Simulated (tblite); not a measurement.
Frequency calculation, with input and output: C$_{6}$H$_{12}$OSi

The run: frequency calculation of C$_{6}$H$_{12}$OSi. Method and program: GFN2-xTB harmonic vibrations, gas phase (tblite 0.8.0).

It belongs to a series of runs on one base structure; here: H on C replaced by CHO.

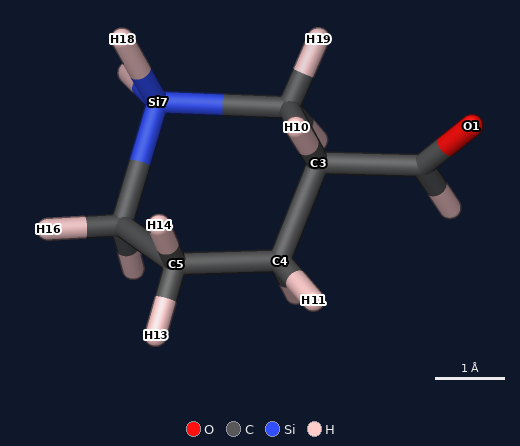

**Figure 1.** The structure (stick view, seen at a tilt; atoms are numbered from 1 in the order of the input).

**Key numbers**

| quantity | value |
| --- | --- |
| outcome | converged |
| total energy | −673.2701 eV |
| zero-point energy | 102.7060 kcal/mol |
| hardware | 1 CPU thread, shared host |
| wall time | 0.63 s |
| peak memory | 0.18 GiB |

**Input**
```
{"job": {"kind": "ir", "xc": "GFN2-xTB", "basis": "xTB"}, "charge": 0, "multiplicity": 1}
O      3.137391    -1.503520     0.836312
C      2.317962    -1.125977     0.046205
C      0.988620    -0.511393     0.381640
C     -0.129871    -1.228324    -0.381623
C     -1.526950    -0.799510     0.062877
C     -1.858645     0.634777    -0.346674
Si    -0.573260     1.848882     0.349297
C      1.082941     0.973528     0.008516
H      2.513979    -1.176622    -1.045567
H      0.820909    -0.608907     1.458817
H     -0.025204    -2.304960    -0.221057
H     -0.015961    -1.038252    -1.452053
H     -2.256918    -1.484189    -0.378503
H     -1.602923    -0.898348     1.148179
H     -1.879894     0.694507    -1.436686
H     -2.863915     0.882762    -0.005650
H     -0.618967     3.140537    -0.341820
H     -0.756361     2.025323     1.794714
H      1.897494     1.433933     0.568673
H      1.344426     1.056431    -1.048633
```

The first line tells a small driver script what to run in tblite; the rest is the geometry in Å.

Launched with:
```bash
OMP_NUM_THREADS=1 python <driver script> task.json out
```

**The program's output**
```
mode    cm-1     km/mol
  1      51.3      5.44
  2     100.6      1.99
  3     131.2      0.09
  4     253.1      3.37
  5     264.3      4.21
  6     292.9      0.77
  7     305.8      1.44
  8     382.6      8.95
  9     450.2     18.45
 10     487.2     28.64
 11     548.1     24.89
 12     569.1     21.12
 13     647.9    128.47
 14     694.0     12.67
 15     744.4     22.55
 16     766.6    135.05
 17     794.8    165.34
 18     801.9    236.16
 19     874.6      1.61
 20     911.8      8.99
 21     919.8      8.97
 22     982.4      7.91
 23    1005.4     19.03
 24    1064.3     26.80
 25    1069.1     37.18
 26    1098.4      1.78
 27    1127.9      1.78
 28    1189.0     12.88
 29    1190.5      5.34
 30    1219.6      9.79
 31    1246.5      1.36
 32    1274.9      9.09
 33    1303.1      3.32
 34    1311.6      0.40
 35    1350.5      2.32
 36    1354.4      0.35
 37    1389.3     19.94
 38    1476.9      0.39
 39    1479.7      3.23
 40    1489.5      2.63
 41    1500.9      0.74
 42    1787.1    391.47
 43    2231.4    343.03
 44    2246.2    308.28
 45    2732.5    128.35
 46    2947.7     29.22
 47    2950.5     22.43
 48    2958.4     19.67
 49    2966.4     17.81
 50    2968.6     17.77
 51    2973.8     51.99
 52    2980.2    148.10
 53    2990.1     22.92
 54    2995.4     48.77
```

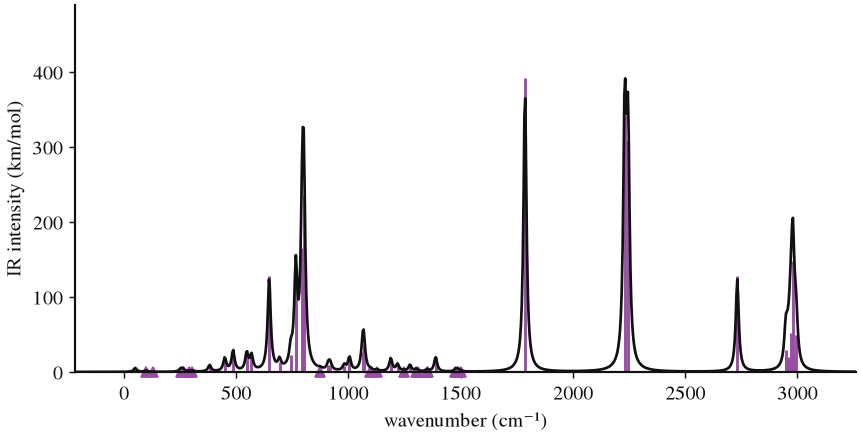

**Figure 2.** Harmonic infrared spectrum, unscaled: sticks (degenerate modes added up, dark ones marked on the axis) with a Lorentzian envelope of 16 cm⁻¹ full width, scaled to the tallest stick. 54 modes from 51 to 2995 cm⁻¹, none imaginary. The strongest line is at 1787 cm⁻¹ (391 km/mol).
